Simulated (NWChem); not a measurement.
# UB3LYP/DGauss-DZVP run of C2H3O (vinyloxy radical)

What is the vertical ionisation energy of C2H3O (vinyloxy radical) at UB3LYP/DGauss-DZVP? 

The results are computed with NWChem 7.3.0.

## (1) The system as given

C2H3O: 6 atoms, total charge 0, spin state doublet. As SMILES, `C=C[O]`. Geometry: relaxed at PBE0-D4/def2-TZVP.

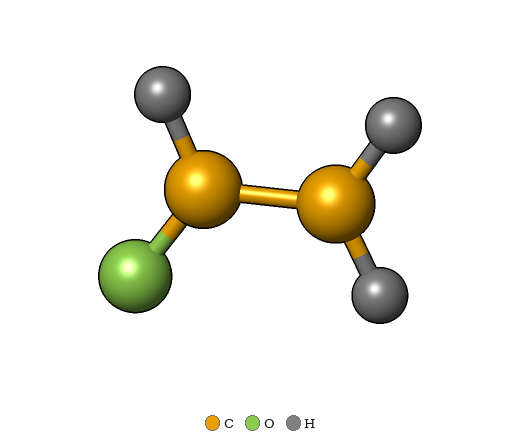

Viewed from a chosen angle; carbon amber, oxygen green, hydrogen grey.

## (2) The energy at UB3LYP/DGauss-DZVP

c2h3o.xyz reads:

```xyz
6
C2H3O
C     -0.535600     0.055800    -0.481000
C      0.531200    -0.055700     0.450000
O      0.984900    -1.132800     0.821000
H     -0.977900    -0.844800    -0.889800
H     -0.912600     1.024000    -0.787600
H      0.952100     0.889600     0.841100
```

c2h3o.nw reads:

```
start c2h3o
title "C2H3O"
memory 2200 mb
geometry units angstroms noautosym nocenter noautoz
   load format xyz c2h3o.xyz
end
basis spherical bse
   * library DGauss-DZVP
end
dft
   xc b3lyp
   mult 2
   grid fine
   convergence energy 1e-08
   maxiter 100
   mulliken
   noprint "final vectors analysis"
end
task dft energy
```

On the command line:

```bash
$ nwchem c2h3o.nw > c2h3o.out
```

Output:

```text
[...]
          Wavefunction type:  spin polarized.
          No. of atoms     :     6
          No. of electrons :    23
[...]
          Charge           :     0
          Spin multiplicity:     2
[...]
          AO basis - number of functions:    48
[...]
              XC Information
              --------------
                         B3LYP Method XC Potential
                     Hartree-Fock (Exact) Exchange  0.200
                        Slater Exchange Functional  0.800 local
                    Becke 1988 Exchange Functional  0.720 non-local
              Lee-Yang-Parr Correlation Functional  0.810
                  VWN I RPA Correlation Functional  0.190 local
[...]
 d= 0,ls=0.0,diis     1   -153.0886999787 -2.17D+02  2.43D-02  1.87D-01     0.6
[...]
 d= 0,ls=0.0,diis    13   -153.1956906349 -1.38D-09  4.04D-07  3.23D-10     6.2
[...]
         Total DFT energy =     -153.195690634936
      One electron energy =     -333.583329540218
           Coulomb energy =      137.003877347072
    Exchange-Corr. energy =      -20.434808190855
 Nuclear repulsion energy =       63.818569749065
[...]
      Total Density - Mulliken Population Analysis
     ---------------------------------------------
    Atom       Charge   Shell Charges
 -----------   ------   -------------------------------------------------------
    1 C    6     6.43   2.00  0.80  0.55  2.47  0.56  0.04
    2 C    6     5.94   2.00  0.78  0.38  2.39  0.26  0.14
    3 O    8     8.27   2.00  0.95  0.83  3.42  1.04  0.03
    4 H    1     0.76   0.56  0.20
    5 H    1     0.77   0.56  0.20
    6 H    1     0.85   0.57  0.28
[...]
      <S2> =      0.7664 (Exact =     0.7500)
[...]
```

Wall time 6.9 s (1 thread of Intel Xeon 6975P-C (Granite Rapids), shared host); peak memory 0.11 GiB.

## (3) The singlet cation, same level

struct.nw reads:

```
start struct
title "C2H3O"
memory total 2200 mb
charge 1

geometry units angstroms noautosym nocenter noautoz
  C    -0.535600    0.055800   -0.481000
  C     0.531200   -0.055700    0.450000
  O     0.984900   -1.132800    0.821000
  H    -0.977900   -0.844800   -0.889800
  H    -0.912600    1.024000   -0.787600
  H     0.952100    0.889600    0.841100
end

basis "ao basis" spherical bse
  * library DGauss-DZVP
end

dft
  xc b3lyp
  grid fine
  convergence energy 1e-08
  iterations 100
  mulliken
  print low
end

task dft energy
```

On the command line:

```bash
$ nwchem struct.nw > struct.out
```

Output:

```text
[...]
 d= 0,ls=0.0,diis     1   -152.5408978551 -2.16D+02  6.98D-02  2.23D+00     0.5
[...]
 d= 0,ls=0.0,diis    11   -152.8105465521 -4.38D-09  1.01D-06  5.35D-09     3.5
         Total DFT energy =     -152.810546552076
      One electron energy =     -326.540252206227
           Coulomb energy =      129.994144087267
    Exchange-Corr. energy =      -20.083008182181
 Nuclear repulsion energy =       63.818569749065
[...]
      Total Density - Mulliken Population Analysis
     ---------------------------------------------
    Atom       Charge   Shell Charges
 -----------   ------   -------------------------------------------------------
    1 C    6     6.08   2.00  0.89  0.59  2.26  0.31  0.05
    2 C    6     5.89   2.00  0.79  0.40  2.41  0.16  0.13
    3 O    8     8.03   2.00  0.99  0.84  3.32  0.85  0.04
    4 H    1     0.64   0.54  0.10
    5 H    1     0.64   0.54  0.10
    6 H    1     0.72   0.55  0.17
[...]
```

It took 4.2 s on 1 thread of Intel Xeon 6975P-C (Granite Rapids), shared host; peak memory 0.11 GiB.

## (4) Results

Level: UB3LYP/DGauss-DZVP.

| quantity | value |
| --- | --- |
| doublet C2H3O: total energy | -153.19569 Eh |
| doublet C2H3O: dipole moment | 3.01 D |
| doublet C2H3O: ⟨S²⟩ | 0.766 |
| singlet cation: total energy | -152.81055 Eh |
| vertical ionisation energy (to the singlet cation) | 10.480 eV |

In words: Removing an electron at fixed nuclei costs 10.48 eV (1011 kJ/mol). Only the singlet of the ionised species was computed; a triplet could lie lower. Mulliken charges (doublet C2H3O) run from -0.43 on C1 to +0.24 on H4; they depend strongly on the basis.
